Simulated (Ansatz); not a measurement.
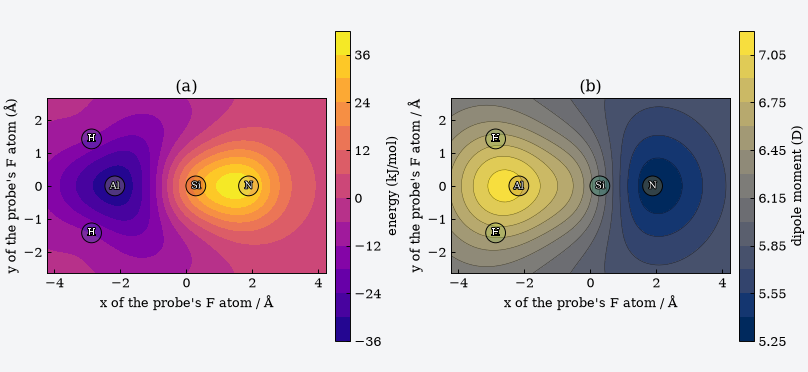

AlH₂NSi (SMILES N#[Si][AlH2]) with the probe HF. The probe is moved over a plane parallel to the molecule's main plane, 2.30 Å above it. Coordinates scanned: (1) x of the probe's F atom; (2) y of the probe's F atom. Nothing is relaxed (molecule and probe rigid, the probe upright with F nearest the plane). The grid has 17 × 11 points. Points are written as (first, second). Energies: kJ/mol, counted from molecule and probe far apart, each relaxed in its own basis (no counterpoise correction). These are results of Ansatz 0.2.0, RKS PBE-D4/def2-SVPD, not measurements.

Panel (a) is the energy; panel (b) is the computed dipole moment, in D.

In the figure: filled contours, labelled circles for the molecule's atoms, projected on the plane. Between grid points the surface is interpolated.

How does the dipole moment vary over the map, and what is it at the lowest grid point?

Leaving out the highest fifth of the energies, it runs from 5.59 D at (2.65 Å, 1.59 Å) to 7.12 D at (−2.65 Å, 0.00 Å). At the lowest grid point, (−2.12 Å, 0.00 Å), it is 7.07 D.

```tsv
y of the probe's F atom ↓, x of the probe's F atom →	−4.24	−3.18	−2.12	−1.06	0.00	1.06	2.12	3.18	4.24
2.65	6.21	6.25	6.19	6.06	5.91	5.78	5.73	5.77	5.83
2.12	6.30	6.39	6.33	6.16	5.95	5.73	5.66	5.72	5.81
1.59	6.40	6.57	6.53	6.32	6.04	5.69	5.56	5.65	5.78
1.06	6.50	6.78	6.78	6.53	6.17	5.64	5.45	5.58	5.75
0.53	6.58	6.96	6.99	6.70	6.29	5.61	5.34	5.52	5.73
0.00	6.61	7.03	7.07	6.77	6.34	5.59	5.30	5.50	5.72
−0.53	6.58	6.96	6.99	6.70	6.29	5.61	5.34	5.52	5.73
−1.06	6.50	6.78	6.78	6.53	6.17	5.64	5.45	5.58	5.75
−1.59	6.40	6.58	6.53	6.32	6.04	5.69	5.56	5.65	5.78
−2.12	6.30	6.39	6.33	6.16	5.95	5.73	5.66	5.72	5.81
−2.65	6.21	6.25	6.19	6.06	5.91	5.78	5.73	5.77	5.83
```

The table holds every second grid line.
